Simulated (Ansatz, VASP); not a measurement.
## CdBr in two plane-wave programs

Wanted: the spread between two codes on one cell, functional and k mesh. The cell is invented: other elements were put on sites of a known structure type. It may not be a known or stable phase. The cell comes out of the VASP series on this material, whose earlier steps may have relaxed, scaled or displaced it; both programs get it as it stands.

Calculated with Ansatz 0.2.0; plane waves, with VASP 6.6.1 beside it; relaxation of cell and atoms at PBE.

## (1) Starting point

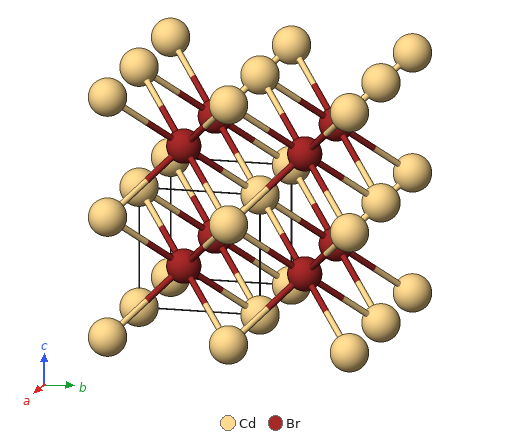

The cell as given, slightly off an axis (cadmium orange, bromine red). 2×2×2 cells are drawn. Some periodic images of atoms are drawn too.

Structure file:

```xyz
2
Lattice="3.7781 0.0000 0.0000 0.0000 3.7781 0.0000 0.0000 0.0000 3.7440" Properties=species:S:1:pos:R:3 pbc="T T T"
Cd    0.0000    0.0000    0.0000
Br    1.8891    1.8891    1.8720
```

## (2) VASP: relaxation of cell and atoms, PBE

The relaxed volume is the usual yardstick between codes: its relative difference is about their pressure difference at one cell divided by the bulk modulus.

Lines of VASP's logs that name or quote its potential files are left out, and so is its time.

INCAR reads:

```
SYSTEM = CdBr
PREC = Accurate
ENCUT = 400
EDIFF = 1E-06
NELM = 100
ISMEAR = -1
SIGMA = 0.05
LREAL = .FALSE.
ALGO = Normal
GGA = PE
LORBIT = 11
LWAVE = .FALSE.
LCHARG = .FALSE.
IBRION = 2
NSW = 60
ISIF = 3
EDIFFG = -0.01
```

POSCAR reads:

```
CdBr
1.0
    3.7781070879      0.0000000000      0.0000000000
    0.0000000000      3.7781070879      0.0000000000
    0.0000000000      0.0000000000      3.7439679470
Cd Br
1 1
Direct
    0.0000000000      0.0000000000      0.0000000000
    0.5000000000      0.5000000000      0.5000000000
```

KPOINTS reads:

```
Automatic mesh
0
Gamma
6 6 6
0 0 0
```

Potentials, in the order of the species: Cd and Br (PBE family, release 64).

Started as:

```
$ mpirun -np 1 vasp_std
```

Numbers of over 12 decimals in the logs are rounded to 6 here.

The log of the run:

```text
[banner, memory and clock lines left out]
running    1 mpi-ranks, on    1 nodes
 distrk:  each k-point on    1 cores,    1 groups
 distr:  one band on    1 cores,    1 groups

 POSCAR found type information on POSCAR CdBr
 POSCAR found :  2 types and       2 ions
 LDA part: xc-table for (Slater+PW92), standard interpolation
 POSCAR, INCAR and KPOINTS ok, starting setup
 FFT: planning ... GRIDC
 FFT: planning ... GRID_SOFT
 FFT: planning ... GRID
 WAVECAR not read
 entering main loop
       N       E                     dE             d eps       ncg     rms          rms(c)
DAV:   1     0.106751175371E+03    0.10675E+03   -0.80454E+03  1048   0.104E+03
DAV:   2     0.175584808212E+01   -0.10500E+03   -0.10070E+03  1230   0.281E+02
DAV:   3    -0.302288121446E+01   -0.47787E+01   -0.47543E+01  1155   0.616E+01
DAV:   4    -0.304523705816E+01   -0.22356E-01   -0.22351E-01  1220   0.412E+00
DAV:   5    -0.304534192244E+01   -0.10486E-03   -0.10486E-03  1170   0.271E-01    0.518E+00
DAV:   6    -0.282230348501E+01    0.22304E+00   -0.34165E-01  1300   0.647E+00    0.294E+00
DAV:   7    -0.280453340594E+01    0.17770E-01   -0.64071E-02  1100   0.206E+00    0.118E+00
DAV:   8    -0.280303958351E+01    0.14938E-02   -0.75828E-03  1115   0.114E+00    0.213E-01
DAV:   9    -0.280301191600E+01    0.27668E-04   -0.82242E-04  1205   0.328E-01    0.553E-02
DAV:  10    -0.280302885358E+01   -0.16938E-04   -0.73465E-05  1155   0.105E-01    0.381E-02
DAV:  11    -0.280303539548E+01   -0.65419E-05   -0.15896E-05  1130   0.498E-02    0.954E-03
DAV:  12    -0.280303561387E+01   -0.21839E-06   -0.55066E-07   734   0.703E-03
   1 F= -.28030356E+01 E0= -.27938552E+01  d E =-.280304E+01
[... from here on, the cycles between the ionic steps are left out ...]
   2 F= -.28037314E+01 E0= -.27946105E+01  d E =-.695834E-03
   3 F= -.28037510E+01 E0= -.27946864E+01  d E =-.715412E-03
   4 F= -.28038004E+01 E0= -.27947127E+01  d E =-.764784E-03
   5 F= -.28038007E+01 E0= -.27947049E+01  d E =-.765097E-03
   6 F= -.28038017E+01 E0= -.27947091E+01  d E =-.766084E-03
   7 F= -.28038013E+01 E0= -.27947110E+01  d E =-.765688E-03
   8 F= -.28038340E+01 E0= -.27947247E+01  d E =-.327297E-04
 ZBRENT: can't locate minimum, use default step
 trial-energy change:   -0.000033  1 .order   -0.000033   -0.000037   -0.000029
 step:   4.3633(harm=  5.0127)  dis= 0.00000  next Energy=    -2.803887 (dE=-0.860E-04)
 bond charge predicted
       N       E                     dE             d eps       ncg     rms          rms(c)
DAV:   1    -0.280468937569E+01   -0.85557E-03   -0.53295E-02  1055   0.208E+00    0.156E-01
DAV:   2    -0.280416328058E+01    0.52610E-03   -0.31041E-04  1075   0.245E-01    0.901E-02
DAV:   3    -0.280388650143E+01    0.27678E-03   -0.31424E-04  1055   0.207E-01    0.222E-02
DAV:   4    -0.280388899777E+01   -0.24963E-05   -0.31115E-05  1055   0.662E-02    0.145E-02
DAV:   5    -0.280388896258E+01    0.35184E-07   -0.94007E-07   555   0.117E-02
   9 F= -.28038890E+01 E0= -.27947428E+01  d E =-.876608E-04
 curvature:  -2.53 expect dE=-0.214E-04 dE for cont linesearch -0.528E-05
 trial: gam=-0.08650 g(F)=  0.516E-64 g(S)=  0.844E-05 ort = 0.862E-05 (trialstep = 0.175E+01)
 search vector abs. value=  0.722E-05
 reached required accuracy - stopping structural energy minimisation
```

OUTCAR, selected parts (step 2):

```text
ion  position               nearest neighbor table
   1  0.000  0.000  0.000-   2 3.26   2 3.26   2 3.26   2 3.26   2 3.26   2 3.26   2 3.26   2 3.26

  LATTYP: Found a simple tetragonal cell.
 ALAT       =     3.7781070879
 C/A-ratio  =     0.9909639563

 Subroutine GETGRP returns: Found 16 space group operations
 (whereof 16 operations were pure point group operations)

The static configuration has the point symmetry D_4h.

 Found     40 irreducible k-points:

   k-points           NKPTS =     40   k-points in BZ     NKDIM =     40   number of bands    NBANDS=     13

   dimension x,y,z NGX =    28 NGY =   28 NGZ =   24
   dimension x,y,z NGXF=    56 NGYF=   56 NGZF=   48

   ENCUT  =  400.0 eV  29.40 Ry    5.42 a.u.   6.16  6.16  6.11*2*pi/ulx,y,z

   NELECT =      19.0000    total number of electrons

 k-points in reciprocal lattice and weights: Automatic mesh
   0.00000000  0.00000000  0.00000000       0.005
   0.16666667  0.00000000  0.00000000       0.019
   0.33333333  0.00000000  0.00000000       0.019
   0.50000000  0.00000000  0.00000000       0.009
   0.16666667  0.16666667  0.00000000       0.019
   0.33333333  0.16666667  0.00000000       0.037
   0.50000000  0.16666667  0.00000000       0.019
   0.33333333  0.33333333  0.00000000       0.019
   0.50000000  0.33333333  0.00000000       0.019
[...]
0.50000000  0.33333333  0.50000000       0.019
   0.50000000  0.50000000  0.50000000       0.005

 average (electrostatic) potential at core
       1 -39.3089       2 -63.9930

 E-fermi :   2.3456

 k-point     1 :       0.0000    0.0000    0.0000
  band No.  band energies     occupation
    ...
      6      -5.8202      2.00000
      7      -0.5274      2.00000
      8      -0.5274      2.00000
      9      -0.5115      2.00000
     10      -0.5084      2.00000
     11       8.2357      0.00000
     12       8.2521      0.00000
     13      10.8307      0.00000

 k-point     2 :       0.1667    0.0000    0.0000
  band No.  band energies     occupation
    ...
      6      -5.8178      2.00000
      7      -2.0293      2.00000
      8      -0.3839      2.00000
      9      -0.3660      2.00000
     10       0.9350      2.00000
     11       7.8724      0.00000
     12       8.4245      0.00000
     13      10.1163      0.00000

 k-point     3 :       0.3333    0.0000    0.0000
  band No.  band energies     occupation
    ...
      6      -5.8122      2.00000
      7      -3.1724      2.00000
      8      -0.0782      2.00000
      9      -0.0628      2.00000
     10       2.3242      1.21140
     11       5.9549      0.00000
     12       8.8874      0.00000
     13       8.9366      0.00000

  Total        0.0060998      0.0060998      0.0166023      0.0000000     -0.0000000      0.0000000
  in kB        0.1850927      0.1850927      0.5037780      0.0000000     -0.0000000      0.0000000
  external PRESSURE =       0.2913211 kB  Pullay stress =       0.0000000 kB

  energy-cutoff  :      400.00
  volume of cell :       52.80
      direct lattice vectors                 reciprocal lattice vectors
     3.754240893  0.000000000  0.000000000     0.266365433  0.000000000  0.000000000
     0.000000000  3.754240893 -0.000000000     0.000000000  0.266365433 -0.000000000
     0.000000000  0.000000000  3.746227228     0.000000000  0.000000000  0.266935223

 POSITION                                       TOTAL-FORCE (eV/Angst)
 -----------------------------------------------------------------------------------
      0.00000      0.00000     -0.00000         0.000000     -0.000000      0.000000
      1.87712      1.87712      1.87311         0.000000      0.000000      0.000000
 -----------------------------------------------------------------------------------
    total drift:                               -0.000000      0.000000      0.000000

  FREE ENERGIE OF THE ION-ELECTRON SYSTEM (eV)
  ---------------------------------------------------
  free  energy   TOTEN  =        -2.8038889626 eV

  energy  without entropy=       -2.7855966602  energy(sigma->0) =       -2.79474281

 reached required accuracy - stopping structural energy minimisation

 total charge
# of ion       s       p       d       tot
------------------------------------------
    1        0.553   0.097   9.548  10.198
    2        1.629   3.151   0.020   4.800
--------------------------------------------------
tot          2.182   3.248   9.567  14.998

[... 3 further parts left out ...]
```

CONTCAR:

```
CdBr
   1.00000000000000
     3.7542408927747486    0.0000000000000000    0.0000000000000000
     0.0000000000000000    3.7542408927747486   -0.0000000000000000
     0.0000000000000000    0.0000000000000000    3.7462272275509281
  Cd              Br
     1     1
Direct
     0.0000000000000000    0.0000000000000000    0.0000000000000000
     0.5000000000000000    0.5000000000000000    0.5000000000000000
```

## (3) Ansatz: relaxation of cell and atoms, PBE

Ansatz runs on its default PAW (the set named soft_2) files.

The same cell, functional, mesh and smearing now go to Ansatz, which takes its cutoff from its data sets.

input.yaml reads:

```yaml
crystal:
  lattice:
    - [3.7781070879, 0.0, 0.0]
    - [0.0, 3.7781070879, 0.0]
    - [0.0, 0.0, 3.743967947]
  atoms:
    - { symbol: Cd, position: [0.0, 0.0, 0.0] }
    - { symbol: Br, position: [0.5, 0.5, 0.5] }
hamiltonian:
  xc: pbe
  pseudopotentials: { kind: paw }
kpoints:
  mp_grid: { grid: [6, 6, 6] }
scf:
  occupations: { method: fermi_dirac, width: 0.05 }
relax:
  f_tol: 0.01
  max_steps: 60
  cell: { stress_tol: 0.05 }
output:
  forces: true
  stress: true
```

Started as:

```
$ ansatz run input.yaml --threads 4 --pin off --max-ram 9216MiB --backend cpu --events-out ev --progress --plain --runs-dir out
```

The log of the run:

```text
Engine: ansatz 0.2.0, aarch64-unknown-linux-gnu
Pseudopotentials: kind: paw
Pseudopotential: Cd, paw, valence charge 20, recommended cutoff 420 eV (normal), Cd.paw.azcp
Pseudopotential: Br, paw, valence charge 7, recommended cutoff 420 eV (normal), Br.paw.azcp
Functional definition: PBE
  parameter kappa = 0.804
  parameter beta = 0.066725
  exchange = pbe_x(kappa = kappa, mu = beta*pi^2/3)
  correlation = pbe_c(beta = beta)
Crystal: 2 atoms, lattice volume = 53.442 Å³
Basis set: ecut = 420 eV, 1021 PW (Γ), exchange–correlation on 54×54×54 points (8 copies of the dense FFT grid, shifted against one another)
Bands: 18, of which v1, the nominal top of the filled ones, is band 14 counted from 1 (13 counted from 0)
Symmetry: 16 space group operations
Space group: P4/mmm (ITA 123), of the structure as read, at distance tolerance 3.8e-5 Å
k-points: 40 of 216
Non-local potential: Cd, projectors of the file, l = 0: 3, l = 1: 2, l = 2: 2, l = 3: 1
Non-local potential: Br, projectors of the file, l = 0: 2, l = 1: 2, l = 2: 2
PAW form: soft (Blöchl's): semilocal exchange-correlation on the pseudo side does not see the compensation charge
PAW one-centre angular grid: Cd, 590 points (default); XC on 64 Gauss nodes
PAW one-centre angular grid: Br, 110 points (default); XC on 64 Gauss nodes
Initial density: superposition of atomic densities (neutral atoms: chi_scale 0, normalization atom), corrected by the library's trained network
Initial wavefunctions: pseudopotential atomic-orbital guess
Functional: x = pbe(κ = 0.804, μ = 0.219515), c = pbe(β = 0.066725)
SCF iter   1: F=—  HF=-11038.051410 eV  |F-HF|=—  |Δ(HF+E_count)|=         —  Δρ=3.15e-3  dr2=1.26e-2  ethr=1.77e-3  ⟨swp⟩=5.6  Hψ=3349  notcnv=0
preconditioner: auto → Kerker (q_TF=auto, 2.435 Å⁻¹)  [metal: Δε(μ)=0.011 eV  Ē_g=12.426 eV  σ=0.050 eV  W_gap=0.05  n_scr=18 (ndim 8)  ℏωp=22.1 eV  f_vac=0.000  D(μ)=2.44/eV (n_scr^D=18)]
SCF iter   2: F=—  HF=-11038.049438 eV  |F-HF|=—  |Δ(HF+E_count)|=   1.97e-3  Δρ=1.73e-3  dr2=4.08e-3  ethr=4.68e-5  ⟨swp⟩=2.0  Hψ=1258  notcnv=0
SCF iter   3: F=—  HF=-11038.048301 eV  |F-HF|=—  |Δ(HF+E_count)|=   1.14e-3  Δρ=4.40e-4  dr2=1.44e-4  ethr=1.51e-5  ⟨swp⟩=2.0  Hψ=934  notcnv=0
SCF iter   4: F=—  HF=-11038.048279 eV  |F-HF|=—  |Δ(HF+E_count)|=   2.27e-5  Δρ=1.47e-4  dr2=8.84e-6  ethr=5.32e-7  ⟨swp⟩=2.1  Hψ=1087  notcnv=0
SCF iter   5: F=—  HF=-11038.048312 eV  |F-HF|=—  |Δ(HF+E_count)|=   3.34e-5  Δρ=4.96e-5  dr2=1.06e-6  ethr=3.27e-8  ⟨swp⟩=2.2  Hψ=1212  notcnv=0
SCF iter   6: F=-11038.048312 eV  HF=-11038.048312 eV  |F-HF|=7.94e-8  |Δ(HF+E_count)|=   4.22e-7  Δρ=1.11e-5  dr2=6.18e-8  ethr=3.70e-10  ⟨swp⟩=3.7  Hψ=3197  notcnv=0
SCF 1 converged in 6 iterations: F = -11038.048312 eV  dr2 = 6.18e-8
  greatest PAW one-centre occupation: 1.000 electrons in one spin orbital (limit 2), on the Cd atom at site 0 (counted from 0), in its partial waves of l = 0
relax step   1: F+E_penalty+E_count = -11038.04831247 eV  Δ(F+E_penalty+E_count) = +0.000e0 eV  max|allowed force component| = 6.163e-31 eV/Å  Δτ_max = 0.0000 Å  P = -0.037 GPa  Ω = 53.442 Å³  (6 SCF iters, dr2 threshold 1.00e-7 eV, accepted)
[...]
relax step   2: F+E_penalty+E_count = -11038.04840227 eV  Δ(F+E_penalty+E_count) = -8.980e-5 eV  max|allowed force component| = 1.085e-30 eV/Å  Δτ_max = 0.0000 Å  P = -0.013 GPa  Ω = 53.395 Å³  energy of the carried Pulay correction = +1.000e-5 eV  (5 SCF iters, dr2 threshold 2.15e-8 eV, accepted)
[...]
relax step   3: F+E_penalty+E_count = -11038.04850930 eV  Δ(F+E_penalty+E_count) = -1.070e-4 eV  max|allowed force component| = 5.522e-30 eV/Å  Δτ_max = 0.0000 Å  P = +0.013 GPa  Ω = 53.348 Å³  energy of the carried Pulay correction = +2.019e-5 eV  (5 SCF iters, dr2 threshold 1.29e-8 eV, accepted)
[...]
relax step   4: F+E_penalty+E_count = -11038.04847846 eV  Δ(F+E_penalty+E_count) = +3.083e-5 eV  max|allowed force component| = 6.311e-30 eV/Å  Δτ_max = 0.0000 Å  P = +0.013 GPa  Ω = 53.348 Å³  stress off target by 1.75e-2 GPa  SCF on the basis re-selected at this cell (its energy is not comparable with the rows above)  (5 SCF iters)
basis re-selected at this cell: Δ(F+E_penalty+E_count) = +3.083e-5 eV, ΔP = +0.000 GPa vs the last step (what re-selecting the basis moved, of the pressure what is left beyond the Pulay correction that the steps carried, after the strain that the cell walked since its last selection, with what the two solves' SCF thresholds leave and, on support functions, any second-order correction that the steps lacked; it is no m [...]
SCF converged after 5 iterations
Free energy (F): -11038.048478 eV
Harris-Foulkes:  -11038.048478 eV  (|F-HF|=3.64e-12)
Internal energy: -11038.029919 eV  (E = F + TS)
E sigma→0 (E₀):  -11038.039199 eV
Entropy (-TS):   -0.018560 eV (-9.280 meV/atom)
Fermi energy:    8.203157 eV
--- Per-component energies (eV) ---
  E_band       = -499.762512
  E_kinetic    = 637.425435
  E_local      = -3921.234604  (includes V_loc(G=0)·N_el)
  E_nonlocal   = 103.654323
  E_hartree    = 1778.614800
  E_xc         = -439.533839
  E_vxc        = -322.980808  (∫ρ·V_xc dr)
  E_paw        = -6331.004788  (= ΣΔE_a)
  E_vpaw       = -553.856407  (= ΣTr[D̂ρ^β])
  E_aug_tail   = 0.000013  (compensation charges beyond the density's cutoff)
  E_ewald      = -2865.951258
  E_smearing   = -0.018560  (= −TS)
  E_closure    = -0.000000  (closes the sum)
  Σ components = -11038.048478   (vs F -11038.048478, Δ=0.00e0)
--- Forces (eV/Å), atoms counted from 1 ---
  atom   1  Cd     0.00000000     0.00000000     0.00000000
  atom   2  Br     0.00000000    -0.00000000     0.00000000
  max |Σ_I F_I| component: 3.16e-30 eV/Å
--- Stress (GPa, compression-positive) ---
        0.010374       0.000000       0.000000
        0.000000       0.010374       0.000000
        0.000000       0.000000       0.017454
  P = ⅓ Tr σ = 0.0127 GPa (0.127 kbar)
--- Relaxed structure (3 steps of the walk, 3 accepted, 1 SCFs on fresh bases) ---
  F+E_penalty+E_count = -11038.04847846 eV   max|allowed force component| = 6.311e-30 eV/Å   (the final SCF, on the basis selected at the relaxed cell)
  cell:  # Å, volume = 53.3481 Å³
    - [3.764977, 0, 0.0]
    - [0, 3.764977, 0.0]
    - [0.0, 0.0, 3.763524]
  atoms:
    - { symbol: Cd, position: [0, 0, 0.0] }
    - { symbol: Br, position: [0.500000, 0.500000, 0.5] }
```

Wall time 2.4 s (4 threads of Arm Neoverse V2, shared host); peak memory 0.34 GiB; 7.6 s of CPU time.

## (4) Comparison

Known differences besides the PAW data sets themselves: both relaxations stop at a tolerance, which leaves soft axes loose, and VASP keeps its plane-wave basis; the data sets hold 27 valence electrons in Ansatz (default PAW (the set named soft_2) files) and 19 in VASP; the cutoff is 420 eV in Ansatz and 400 eV in VASP; VASP leaves aspherical gradient terms in its spheres out (LASPH is not set), Ansatz keeps them; Ansatz adds a Pulay correction to the stress that steers its cell, VASP none. Total energies have different zeros and are not compared.

Compared:

```csv
quantity,Ansatz,VASP,difference
volume (Å³),53.35,52.80,+1.04 %
"edge a after relaxation, in the typed setting (Å)",3.765,3.754,+0.29 %
"edge c after relaxation, in the typed setting (Å)",3.764,3.746,+0.46 %
```

The walks stopped with 0.01 GPa left in Ansatz and 0.03 GPa in VASP; each walk ends within a tolerance, so the volume difference is uncertain by about these residues over the bulk modulus, most in soft cells.

## (5) What came out

```json
{
 "difference in volume (relaxation of cell and atoms, PBE)": "1.0 %"
}
```

The difference in volume is 1.0 % (relaxation of cell and atoms, PBE), within the 1.2 % picked in this series as the mark of a large difference, as far as the stopping tolerances let one tell. Differences of this kind measure data sets and numerical settings, not the functional's error against experiment.

[Lines on the potential files, build, host, timing and source positions are cut from VASP's logs without a mark.]

[Logs are printed without paths, hosts, clocks, repeated set-up lines and the standing remarks that a program may print on its own settings, such as how far it seeks lower states.]

[Hosts, paths, dates, database ids (printed as entryN), source tags and the programs' standing remarks are cut or masked in the printed files.]
